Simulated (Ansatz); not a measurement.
# CHBFN: single points with varied inputs

How do the results and run time of CHBFN respond when the settings are drawn wide?

Program: Ansatz 0.2.0, Gaussian basis. Level of theory: the settings change from run to run. These are calculated values, not measurements.

## 1. The geometry

An earlier PBE0-D4 in a triple-zeta def2 set relaxation fixed the geometry.

SMILES `N#CBF`, 5 atoms, charge 0, spin multiplicity 1.

Atoms are counted from 1 here; the program's logs count them from 0.

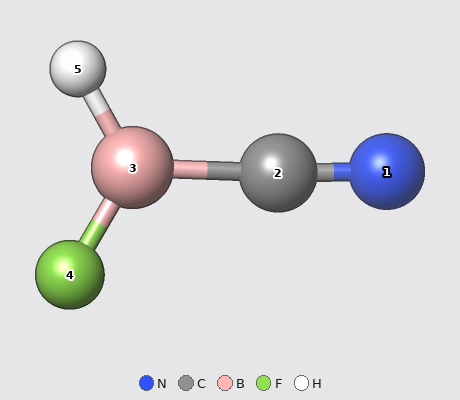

The structure; nitrogen blue, carbon grey, boron pink, fluorine green, hydrogen white; atoms are numbered from 1 in the order of the file.

## 2. r2SCAN/def2-TZVPD

This run has charge -1, multiplicity 2, atoms shaken by 0.08 Å, a grid of angular degree 11.

The input, in.yaml:

```yaml
crystal:
  periodic: [false, false, false]
  atoms:
    - {symbol: N, position_ang: [0.667489, -1.206578, 1.406962]}
    - {symbol: C, position_ang: [0.327662, -0.618774, 0.635218]}
    - {symbol: B, position_ang: [-0.214896, 0.374431, -0.424818]}
    - {symbol: F, position_ang: [-1.218739, 0.076317, -0.970255]}
    - {symbol: H, position_ang: [0.510309, 1.207554, -0.719811]}
basis:
  gaussian: {orbitals: def2-TZVPD, final_grid: {core_spheres: 5, valence_spheres: 4, degree: 11}}
total_charge: -1
magnetization: {spin_polarized: true, initial_magnetization: 1}
hamiltonian: {xc: {name: r2SCAN}}
output: {forces: true}
```

Launch:

```console
> ansatz run in.yaml --threads 2 --pin off --events-out ev --progress --plain --max-ram 32768MiB --backend cpu
```

Standard output:

```text
Functional definition: r2SCAN
  name "r2SCAN"
  cite "Furness, Kaplan, Ning, Perdew & Sun, J. Phys. Chem. Lett. 11, 8208 (2020) doi:10.1021/acs.jpclett.0c02405"
  cite "Furness, Kaplan, Ning, Perdew & Sun, J. Phys. Chem. Lett. 11, 9248 (2020) doi:10.1021/acs.jpclett.0c03077"
  parent r2scan
  parameter k0 = 0.174
  parameter k1 = 0.065
  parameter a1 = 4.9479
  exchange = r2scan_x(k0 = k0, k1 = k1, a1 = a1)
  correlation = r2scan_c
766 factors; their error is unknown
mean field evaluation 1: about -5928.1825 eV, gradient 3.8e1 eV
mean field evaluation 2: about -5906.9169 eV, gradient 7.4e1 eV
mean field evaluation 4: about -5933.9194 eV, gradient 1.2e1 eV
mean field evaluation 8: about -5934.4892 eV, gradient 6.0e-2 eV
mean field evaluation 16: about -5934.5142 eV, gradient 4.4e-3 eV
mean field evaluation 32: about -5934.5142 eV, gradient 1.0e-5 eV
mean field -5934.51416482 eV, -218.0893729991 hartree, gradient 1.1e-5 eV, S^2 0.755662; 3 other end points of the search recorded, 0 dependent functions left out
the calculation of the forces begins
reference -5934.51420709 eV, -218.0893745523 hartree; 15, 14 occupied and 145, 146 virtual orbitals, 766 factors
Total energy: -5934.51420709 eV, -218.0893745523 hartree
Atom 0 at     0.667489    -1.206578     1.406962 Å, force     8.462985   -14.687984    18.867148 eV/Å
Atom 1 at     0.327662    -0.618774     0.635218 Å, force    -8.078078    14.458208   -18.194309 eV/Å
Atom 2 at    -0.214896     0.374431    -0.424818 Å, force     9.576254     1.543802     6.466850 eV/Å
Atom 3 at    -1.218739     0.076317    -0.970255 Å, force   -10.932150    -2.764580    -6.371572 eV/Å
Atom 4 at     0.510309     1.207554    -0.719811 Å, force     0.970989     1.450554    -0.768116 eV/Å
Dipole moment:    -0.382631    -0.172627    -0.428917 e Å
```

Run time: 16 s. Hardware: 2 threads, shared host.

Largest force 25.364 eV/Å, ⟨S²⟩ 0.756.

## 3. LC-wPBE/aug-cc-pVDZ

Options: multiplicity 3, atoms shaken by 0.03 Å, the search for lower states set to light.

The input, in.yaml:

```yaml
crystal:
  periodic: [false, false, false]
  atoms:
    - {symbol: N, position_ang: [0.677857, -1.306825, 1.504624]}
    - {symbol: C, position_ang: [0.288578, -0.627885, 0.653274]}
    - {symbol: B, position_ang: [-0.193050, 0.375635, -0.419170]}
    - {symbol: F, position_ang: [-1.200852, 0.048676, -1.127774]}
    - {symbol: H, position_ang: [0.401052, 1.366258, -0.655810]}
basis:
  gaussian: {orbitals: aug-cc-pVDZ}
magnetization: {spin_polarized: true, initial_magnetization: 2}
hamiltonian: {xc: {name: LC-wPBE}}
scf: {lower_state_search: light}
output: {forces: true}
```

Launched as before.

Standard output (excerpt; [...] marks lines left out):

```text
Functional definition: LC-wPBE
  name "LC-wPBE"
  cite "Vydrov & Scuseria, J. Chem. Phys. 125, 234109 (2006) doi:10.1063/1.2409292"
  cite "Heyd & Scuseria, J. Chem. Phys. 120, 7274 (2004) doi:10.1063/1.1668634"
  cite "Ernzerhof & Perdew, J. Chem. Phys. 109, 3313 (1998) doi:10.1063/1.476928"
  cite "Perdew, Burke & Ernzerhof, Phys. Rev. Lett. 77, 3865 (1996) doi:10.1103/PhysRevLett.77.3865"
  parent pbe
[...]
893 factors; their error is unknown
485 factors; integrals over basis functions are off by at most 9.3e-6 eV
[...]
mean field -5928.27607278 eV, -217.8601273448 hartree, gradient 4.6e-7 eV, S^2 2.005193; 4 other end points of the search recorded, 0 dependent functions left out
[...]
reference -5928.27607279 eV, -217.8601273452 hartree; 15, 13 occupied and 86, 88 virtual orbitals, 893 factors
Total energy: -5928.27607279 eV, -217.8601273452 hartree
Atom 0 at     0.677857    -1.306825     1.504624 Å, force     4.087962    -7.350173     9.136165 eV/Å
Atom 1 at     0.288578    -0.627885     0.653274 Å, force    -4.193764     8.089163    -9.642017 eV/Å
Atom 2 at    -0.193050     0.375635    -0.419170 Å, force     2.993317    -0.107609     2.512543 eV/Å
Atom 3 at    -1.200852     0.048676    -1.127774 Å, force    -3.263283    -1.030243    -2.165903 eV/Å
Atom 4 at     0.401052     1.366258    -0.655810 Å, force     0.375767     0.398861     0.159212 eV/Å
Dipole moment:     0.069762     0.065988     0.006790 e Å
```

Run time: 17 s. Hardware: 2 threads, shared host.

Largest force 13.266 eV/Å, dipole 0.46 D, ⟨S²⟩ 2.005.

## 4. CAM-B3LYP/cc-pVTZ

This run has atoms shaken by 0.03 Å, a grid of angular degree 47, D3(BJ) with three-body dispersion.

The input, in.yaml:

```yaml
crystal:
  periodic: [false, false, false]
  atoms:
    - {symbol: N, position_ang: [0.719142, -1.297983, 1.460266]}
    - {symbol: C, position_ang: [0.292548, -0.622039, 0.715291]}
    - {symbol: B, position_ang: [-0.150799, 0.354318, -0.441882]}
    - {symbol: F, position_ang: [-1.195743, 0.039139, -1.148050]}
    - {symbol: H, position_ang: [0.417865, 1.392524, -0.646462]}
basis:
  gaussian: {orbitals: cc-pVTZ, final_grid: {core_spheres: 20, valence_spheres: 16, degree: 47}}
hamiltonian: {xc: {name: CAM-B3LYP}, dispersion: d3bjatm}
output: {forces: true}
```

The command is unchanged.

Standard output (excerpt; [...] marks lines left out):

```text
Functional definition: CAM-B3LYP
  name "CAM-B3LYP"
  cite "Yanai, Tew & Handy, Chem. Phys. Lett. 393, 51 (2004) doi:10.1016/j.cplett.2004.06.011"
  cite "Iikura, Tsuneda, Yanai & Hirao, J. Chem. Phys. 115, 3540 (2001) doi:10.1063/1.1383587"
  cite "Becke, Phys. Rev. A 38, 3098 (1988) doi:10.1103/PhysRevA.38.3098"
  cite "Lee, Yang & Parr, Phys. Rev. B 37, 785 (1988) doi:10.1103/PhysRevB.37.785"
  cite "Vosko, Wilk & Nusair, Can. J. Phys. 58, 1200 (1980) doi:10.1139/p80-159"
[...]
  # Exact exchange under (alpha + beta erf(omega r))/r, Becke's under what is left of 1/r.
[...]
757 factors; their error is unknown
174 factors; integrals over basis functions are off by at most 1.4e-5 eV
[...]
mean field -5936.82900040 eV, -218.1744416375 hartree, gradient 2.2e-5 eV, S^2 0.000000; 0 other end points of the search recorded, 0 dependent functions left out
[...]
reference -5936.82909446 eV, -218.1744450943 hartree; 14, 14 occupied and 120, 120 virtual orbitals, 757 factors
Total energy: -5936.87786398 eV, -218.1762373410 hartree
Atom 0 at     0.719142    -1.297983     1.460266 Å, force     3.038769    -4.975127     5.591449 eV/Å
Atom 1 at     0.292548    -0.622039     0.715291 Å, force    -3.126493     5.438887    -6.289501 eV/Å
Atom 2 at    -0.150799     0.354318    -0.441882 Å, force     0.327800     0.106475     0.807714 eV/Å
Atom 3 at    -1.195743     0.039139    -1.148050 Å, force    -0.142129    -0.133702    -0.166869 eV/Å
Atom 4 at     0.417865     1.392524    -0.646462 Å, force    -0.097947    -0.436533     0.057207 eV/Å
Dipole moment:    -0.085519     0.396008    -0.344834 e Å
```

It took 4.7 s on 2 threads, shared host.

Largest force 8.883 eV/Å, dipole 2.56 D.

## 5. revPBE0/def2-TZVPD

Options: multiplicity 3, restricted open-shell orbitals, D4 dispersion, the search for lower states set to off.

The input, in.yaml:

```yaml
crystal:
  periodic: [false, false, false]
  atoms:
    - {symbol: N, position_ang: [0.699021, -1.305439, 1.492003]}
    - {symbol: C, position_ang: [0.307902, -0.606960, 0.664453]}
    - {symbol: B, position_ang: [-0.159847, 0.376936, -0.429785]}
    - {symbol: F, position_ang: [-1.223530, 0.070495, -1.128270]}
    - {symbol: H, position_ang: [0.426254, 1.391269, -0.639801]}
basis:
  gaussian: {orbitals: def2-TZVPD}
magnetization: {spin_polarized: false, initial_magnetization: 2}
hamiltonian: {xc: {name: revPBE0}, dispersion: d4}
scf: {lower_state_search: off}
output: {forces: true}
```

Launched as before.

Standard output (excerpt; [...] marks lines left out):

```text
Functional definition: revPBE0
  name "revPBE0"
  cite "Zhang & Yang, Phys. Rev. Lett. 80, 890 (1998) doi:10.1103/PhysRevLett.80.890"
  cite "Adamo & Barone, J. Chem. Phys. 110, 6158 (1999) doi:10.1063/1.478522"
  cite "Perdew, Burke & Ernzerhof, Phys. Rev. Lett. 77, 3865 (1996) doi:10.1103/PhysRevLett.77.3865"
[...]
766 factors; their error is unknown
[...]
mean field -5931.39425242 eV, -217.9747183330 hartree, gradient 2.8e-6 eV, S^2 2.000000; 0 other end points of the search recorded, 0 dependent functions left out
[...]
reference -5931.39429723 eV, -217.9747199796 hartree; 15, 13 occupied and 145, 147 virtual orbitals, 766 factors
Total energy: -5931.54598641 eV, -217.9802944545 hartree
Atom 0 at     0.699021    -1.305439     1.492003 Å, force     4.060159    -7.341294     8.654364 eV/Å
Atom 1 at     0.307902    -0.606960     0.664453 Å, force    -4.217403     7.931353    -9.204659 eV/Å
Atom 2 at    -0.159847     0.376936    -0.429785 Å, force     1.171672    -0.147786     1.110846 eV/Å
Atom 3 at    -1.223530     0.070495    -1.128270 Å, force    -1.190075    -0.434096    -0.717267 eV/Å
Atom 4 at     0.426254     1.391269    -0.639801 Å, force     0.175648    -0.008177     0.156716 eV/Å
Dipole moment:     0.103152     0.032688     0.065651 e Å
Checks for a lower state left out: stability, starts, cluster_reference, orbital_swaps, neighbouring_geometries, increment
```

Wall time 14 s (2 threads, shared host).

Largest force 12.862 eV/Å, dipole 0.61 D.

## 6. wPBEh/6-31G

Set apart from the defaults: high accuracy.

Edit in.yaml of step 5 so:

```diff
@@ -9,6 +9,4 @@
 basis:
-  gaussian: {orbitals: def2-TZVPD}
-magnetization: {spin_polarized: false, initial_magnetization: 2}
-hamiltonian: {xc: {name: revPBE0}, dispersion: d4}
-scf: {lower_state_search: off}
-output: {forces: true}
+  gaussian: {orbitals: 6-31G}
+hamiltonian: {xc: {name: wPBEh}}
+accuracy: high
```

The command is unchanged.

Standard output (excerpt; [...] marks lines left out):

```text
Functional definition: wPBEh
  name "wPBEh"
  cite "Heyd, Scuseria & Ernzerhof, J. Chem. Phys. 118, 8207 (2003) doi:10.1063/1.1564060"
  cite "Krukau, Vydrov, Izmaylov & Scuseria, J. Chem. Phys. 125, 224106 (2006) doi:10.1063/1.2404663"
  cite "Heyd & Scuseria, J. Chem. Phys. 120, 7274 (2004) doi:10.1063/1.1668634"
  cite "Ernzerhof & Perdew, J. Chem. Phys. 109, 3313 (1998) doi:10.1063/1.476928"
  cite "Perdew, Burke & Ernzerhof, Phys. Rev. Lett. 77, 3865 (1996) doi:10.1103/PhysRevLett.77.3865"
  parent pbe
[...]
885 factors; integrals over basis functions are off by at most 4.5e-9 eV
81 factors; integrals over basis functions are off by at most 6.7e-10 eV
[...]
mean field -5929.21038097 eV, -217.8944625373 hartree, gradient 9.7e-9 eV, S^2 0.000000; 0 other end points of the search recorded, 0 dependent functions left out
reference -5929.21038291 eV, -217.8944626087 hartree; 14, 14 occupied and 24, 24 virtual orbitals, 885 factors
Total energy: -5929.21038291 eV, -217.8944626087 hartree
```

Wall time 1.7 s (2 threads, shared host).

## 7. PBE0-DH/6-31G*

Edit in.yaml of step 6 so:

```diff
@@ -9,4 +9,3 @@
 basis:
-  gaussian: {orbitals: 6-31G}
-hamiltonian: {xc: {name: wPBEh}}
-accuracy: high
+  gaussian: {orbitals: "6-31G*"}
+hamiltonian: {xc: {name: PBE0-DH}}
```

Launched as before.

Standard output (excerpt; [...] marks lines left out):

```text
Functional definition: PBE0-DH
  name "PBE0-DH"
  cite "Brémond & Adamo, J. Chem. Phys. 135, 024106 (2011) doi:10.1063/1.3604569"
  cite "Perdew, Burke & Ernzerhof, Phys. Rev. Lett. 77, 3865 (1996) doi:10.1103/PhysRevLett.77.3865"
[...]
580 factors; integrals over basis functions are off by at most 7.5e-4 eV
[...]
mean field -5927.58536253 eV, -217.8347442114 hartree, gradient 6.6e-6 eV, S^2 0.000000; 0 other end points of the search recorded, 0 dependent functions left out
4 core orbitals not correlated: weight in the atoms' cores, before any rotation towards them, 1.000 or more for the frozen orbitals, at most 0.000 for the correlated occupied ones
reference -5927.58537162 eV, -217.8347445453 hartree; 10, 10 occupied and 48, 48 virtual orbitals, 580 factors
second order -17.84842462 eV of doubles, -0.00000000 eV of singles
Total energy: -5929.81642470 eV, -217.9167342337 hartree
```

Run time: 2.1 s. Hardware: 2 threads, shared host.

## 8. r2SCAN/def2-mTZVPP

Set apart from the defaults: finite nuclei, D4 dispersion, high accuracy.

Edit in.yaml of step 7 so:

```diff
@@ -9,3 +9,4 @@
 basis:
-  gaussian: {orbitals: "6-31G*"}
-hamiltonian: {xc: {name: PBE0-DH}}
+  gaussian: {orbitals: def2-mTZVPP, nuclear_model: gaussian}
+hamiltonian: {xc: {name: r2SCAN}, dispersion: d4}
+accuracy: high
```

The command is unchanged.

Standard output:

```text
Functional definition: r2SCAN
  name "r2SCAN"
  cite "Furness, Kaplan, Ning, Perdew & Sun, J. Phys. Chem. Lett. 11, 8208 (2020) doi:10.1021/acs.jpclett.0c02405"
  cite "Furness, Kaplan, Ning, Perdew & Sun, J. Phys. Chem. Lett. 11, 9248 (2020) doi:10.1021/acs.jpclett.0c03077"
  parent r2scan
  parameter k0 = 0.174
  parameter k1 = 0.065
  parameter a1 = 4.9479
  exchange = r2scan_x(k0 = k0, k1 = k1, a1 = a1)
  correlation = r2scan_c
1745 factors; integrals over basis functions are off by at most 4.4e-9 eV
mean field evaluation 1: about -5932.2000 eV, gradient 4.6e1 eV
mean field evaluation 2: about -5922.2985 eV, gradient 7.8e1 eV
mean field evaluation 4: about -5936.1753 eV, gradient 5.6e0 eV
mean field evaluation 8: about -5936.2394 eV, gradient 1.6e-1 eV
mean field evaluation 16: about -5936.2394 eV, gradient 4.0e-6 eV
mean field -5936.23941657 eV, -218.1527748312 hartree, gradient 2.4e-8 eV, S^2 0.000000; 0 other end points of the search recorded, 0 dependent functions left out
reference -5936.23941741 eV, -218.1527748620 hartree; 14, 14 occupied and 77, 77 virtual orbitals, 1745 factors
Total energy: -5936.25429254 eV, -218.1533215131 hartree
```

Wall time 6.5 s (2 threads, shared host).

## 9. RPA/def2-SVP

This run has charge +1, multiplicity 2, restricted open-shell orbitals, correlated electrons set to all, the search for lower states set to light.

Edit in.yaml of step 8 so:

```diff
@@ -9,4 +9,7 @@
 basis:
-  gaussian: {orbitals: def2-mTZVPP, nuclear_model: gaussian}
-hamiltonian: {xc: {name: r2SCAN}, dispersion: d4}
-accuracy: high
+  gaussian: {orbitals: def2-SVP}
+total_charge: 1
+magnetization: {spin_polarized: false, initial_magnetization: 1}
+hamiltonian: {xc: {name: PBE}}
+correlation: {method: rpa, electrons: all}
+scf: {lower_state_search: light}
```

The command is unchanged.

Standard output (excerpt; [...] marks lines left out):

```text
Functional definition: PBE
  name "PBE"
  cite "Perdew, Burke & Ernzerhof, Phys. Rev. Lett. 77, 3865 (1996) doi:10.1103/PhysRevLett.77.3865"
  parent pbe
[...]
609 factors; integrals over basis functions are off by at most 1.1e-3 eV
[...]
mean field -5913.30752544 eV, -217.3100433760 hartree, gradient 2.7e-6 eV, S^2 0.750000; 9 other end points of the search recorded, 0 dependent functions left out
[...]
reference -5886.99493547 eV, -216.3430735300 hartree; 14, 13 occupied and 47, 48 virtual orbitals, 609 factors
Total energy: -5911.21957980 eV, -217.2333127889 hartree
```

It took 16 s on 2 threads, shared host.

## 10. RPA/STO-3G

Edit in.yaml of step 9 so:

```diff
@@ -9,7 +9,4 @@
 basis:
-  gaussian: {orbitals: def2-SVP}
-total_charge: 1
-magnetization: {spin_polarized: false, initial_magnetization: 1}
+  gaussian: {orbitals: STO-3G}
 hamiltonian: {xc: {name: PBE}}
-correlation: {method: rpa, electrons: all}
-scf: {lower_state_search: light}
+correlation: {method: rpa}
```

Launched as before.

Standard output (excerpt; [...] marks lines left out):

```text
Functional definition: PBE
  name "PBE"
  cite "Perdew, Burke & Ernzerhof, Phys. Rev. Lett. 77, 3865 (1996) doi:10.1103/PhysRevLett.77.3865"
  parent pbe
[...]
288 factors; integrals over basis functions are off by at most 4.8e-5 eV
[...]
mean field -5849.92492236 eV, -214.9807756751 hartree, gradient 6.2e-7 eV, S^2 0.000000; 0 other end points of the search recorded, 0 dependent functions left out
4 core orbitals not correlated: weight in the atoms' cores, before any rotation towards them, 1.000 or more for the frozen orbitals, at most 0.000 for the correlated occupied ones
reference -5827.35298274 eV, -214.1512721940 hartree; 10, 10 occupied and 7, 7 virtual orbitals, 288 factors
Total energy: -5836.70212497 eV, -214.4948468339 hartree
```

Wall time 0.51 s (2 threads, shared host).

## 11. All runs side by side

```csv
level,charge,multiplicity,geometry,functions,energy (eV),time
r2SCAN/def2-TZVPD,-1,2,shaken,160,-5934.514,16 s
LC-wPBE/aug-cc-pVDZ,0,3,shaken,101,-5928.276,17 s
CAM-B3LYP/cc-pVTZ,0,1,shaken,134,-5936.878,4.7 s
revPBE0/def2-TZVPD,0,3,relaxed,160,-5931.546,14 s
wPBEh/6-31G,0,1,relaxed,38,-5929.210,1.7 s
PBE0-DH/6-31G*,0,1,relaxed,62,-5929.816,2.1 s
r2SCAN/def2-mTZVPP,0,1,relaxed,91,-5936.254,6.5 s
RPA/def2-SVP,1,2,relaxed,61,-5911.220,16 s
RPA/STO-3G,0,1,relaxed,21,-5836.702,0.51 s
```

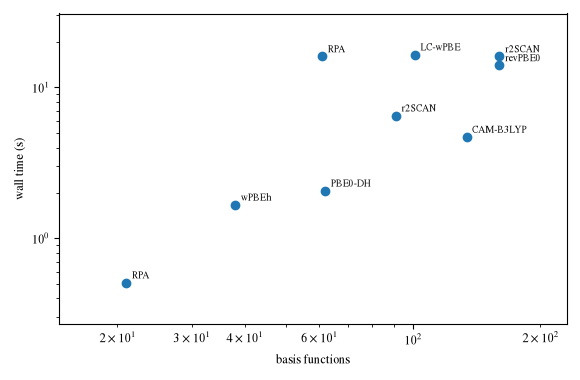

Wall time against the number of basis functions (shared host).

## 12. Summary of results

| quantity | value |
| --- | --- |
| runs | 9 |
| quickest | RPA/STO-3G, 0.51 s |
| slowest | LC-wPBE/aug-cc-pVDZ, 17 s |
| spread of total energies, same state and geometry | 99.6 eV |

What this shows: Run time spans a factor of 32, from RPA/STO-3G to LC-wPBE/aug-cc-pVDZ. The jobs differ in tasks and options as well as level. The totals spread over 100 eV; they can't be compared across methods or bases.
